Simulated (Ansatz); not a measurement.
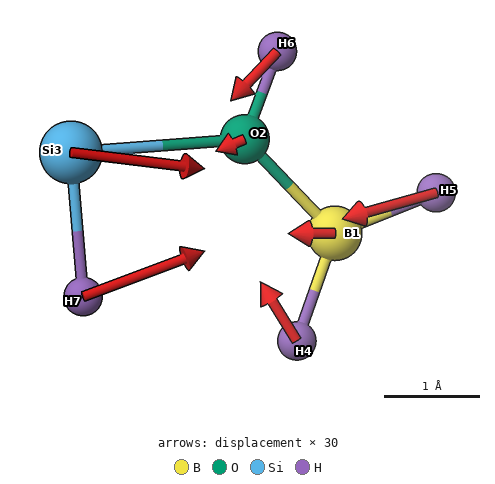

This is a relaxation of BSiH4O (charge +1). The starting structure is drawn; red arrows show the displacements, 30 times their true length. The two geometries are superimposed by the best rigid fit.

The picture is a ball-and-stick view, seen at a tilt.

It is one of the separated reactants of a reaction.

The calculation used RKS PBE0-D4/def2-TZVP (Ansatz 0.2.0).

Input file:
```yaml
crystal:
  periodic: [false, false, false]
  atoms:
    - {symbol: B, position_ang: [-1.172749, 0.087006, -0.550483]}
    - {symbol: O, position_ang: [-0.107766, 0.437501, 0.347667]}
    - {symbol: Si, position_ang: [1.616427, -0.388781, 0.713640]}
    - {symbol: H, position_ang: [-0.972030, -0.898548, -1.208994]}
    - {symbol: H, position_ang: [-2.127348, 0.820273, -0.531054]}
    - {symbol: H, position_ang: [-0.287480, 1.249886, 0.878819]}
    - {symbol: H, position_ang: [1.246587, -1.450997, -0.329295]}
basis:
  gaussian: {orbitals: def2-TZVP}
total_charge: 1
hamiltonian: {xc: pbe0, dispersion: d4}
relax: {f_tol: 0.005, max_steps: 200}
```

Command:
```bash
ansatz run in.yaml --threads 2 --pin off --events-out ev --progress --plain --max-ram 4352MiB
```

Describe the change and its energy.

Si3 moves most after the best rigid fit: 0.051 Å. By element the largest moves are Si 0.051 Å, H 0.047 Å, B 0.018 Å, O 0.012 Å. Near-neighbour distances that change, for instance: O2–Si3 1.947 → 1.886 Å, Si3–H7 1.534 → 1.511 Å, B1–H4 1.202 → 1.181 Å, O2–H6 0.987 → 0.972 Å. Over 6 accepted moves (7 points after the start) the energy falls by 3.77 kJ/mol. Largest force component: 0.6 eV/Å at the start, 0.0016 eV/Å at the end. The line search rejected the trial step at point 6 of the run.
